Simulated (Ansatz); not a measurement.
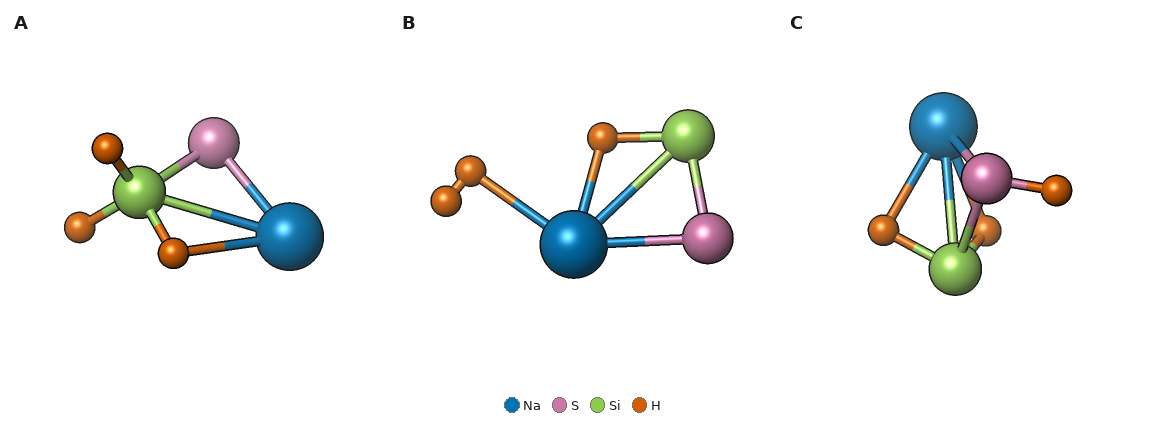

3 stationary structures of one formula. Geometries: PBE0-D4/def2-TZVP. Electronic energies: B3LYP-D4/def2-TZVPP (Ansatz 0.2.0), without zero-point energy. No frequency run is at hand to confirm each as a minimum.

Question: Which structure is the most stable?

Answer: A is lowest (Cs); C lies 27.8 kcal/mol above it (C1), B lies 36.2 kcal/mol above it.
